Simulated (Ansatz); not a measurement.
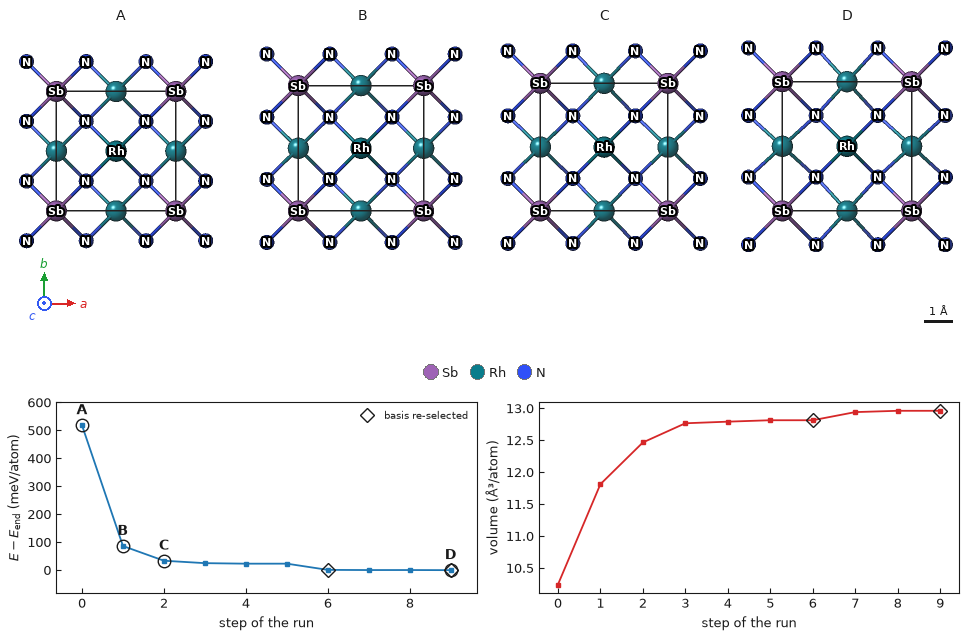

Frames of a relaxation of crystalline SbRh₃N₄ (built on the CdHg3Te4-215 type type), marked on the history of the run. A ball-and-stick model of the cell of the calculation, seen along the c axis.

These are results of DFT, PBEsol, plane waves, PAW (Ansatz 0.2.0), not measurements.

Input file:
```yaml
crystal:
  lattice:
    - [4.343233, 0.0, 0.0]
    - [0.0, 4.343233, 0.0]
    - [0.0, 0.0, 4.343233]
  atoms:
    - { symbol: Sb, position: [0.0, 0.0, 0.0] }
    - { symbol: Rh, position: [0.0, 0.5, 0.5] }
    - { symbol: Rh, position: [0.5, 0.0, 0.5] }
    - { symbol: Rh, position: [0.5, 0.5, 0.0] }
    - { symbol: "N", position: [0.24983411, 0.24983411, 0.24983411] }
    - { symbol: "N", position: [0.75016589, 0.75016589, 0.24983411] }
    - { symbol: "N", position: [0.24983411, 0.75016589, 0.75016589] }
    - { symbol: "N", position: [0.75016589, 0.24983411, 0.75016589] }
kpoints:
  mp_grid: { grid: [6, 6, 6] }
hamiltonian:
  xc: pbesol
scf:
  occupations: { method: fermi_dirac, width: 0.03 }
relax:
  f_tol: 0.01
  cell: {}
  max_steps: 120
```

Launched with:
```bash
ansatz run input.yaml --threads 4 --pin off --max-ram 4608MiB --backend cpu --events-out ev --progress --plain --runs-dir out
```

> Describe the path.

After 7 accepted moves (9 points after the start) the energy has fallen by 518 meV per atom. The largest force component goes from 0.51 to 0.00075 eV/Å. Pressure: 75.70 GPa at the start and 0.00 GPa at the end. At 2 points the geometry stayed and the basis and grid were re-selected for the new cell (energy shift of 22.2 meV per atom at most each time). The largest moves relative to the cell, 0.095 Å, are those of N5, N6, N7 and N8. N6 goes along [−1 −1 1]. Rh and Sb stay in place. The volume changes by +26.6 %, with a = b = c 4.343 → 4.698 Å (+8.2 %). Among the contacts that change: Sb1–N5 1.879 → 2.128 Å, Rh2–N5 1.881 → 2.005 Å. Bond angles that change, for instance: N5–Rh3–N8 109.5° → 104.4°, N5–Rh3–N6 109.4° → 112.1°, Sb1–N5–Rh2 109.5° → 106.9°. The space group stays P-43m (No. 215). The run took 39 s on 4 threads of Intel(R) Xeon(R) Processor @ 2.50GHz (Skylake/Cascade Lake), on a shared host, peak memory 0.48 GiB. From step 0 to 1: volume +15.3 %, energy −432 meV per atom. From step 1 to 2: N atoms move most (0.02 Å), volume +5.5 %, energy −52.6 meV per atom. From step 2 to 9: N atoms move most (0.06 Å), volume +4.0 %, energy −33.7 meV per atom.

```csv
step,"E − E(0), meV/atom","largest force component, eV/Å","pressure, GPa","volume, Å³/atom",note
0,0.00,0.5076,75.70,10.241,
1,-432.11,0.4154,19.03,11.813,
2,-484.73,0.2911,5.15,12.467,
3,-493.41,0.1637,0.16,12.767,
4,-495.29,0.0101,0.40,12.793,
5,-495.26,0.0005,-0.01,12.815,
6,-517.49,0.0039,2.17,12.815,"same geometry, new basis"
7,-518.09,0.0054,0.26,12.942,
8,-518.06,0.0007,-0.01,12.963,
9,-518.46,0.0007,0.00,12.963,"same geometry, new basis"
```
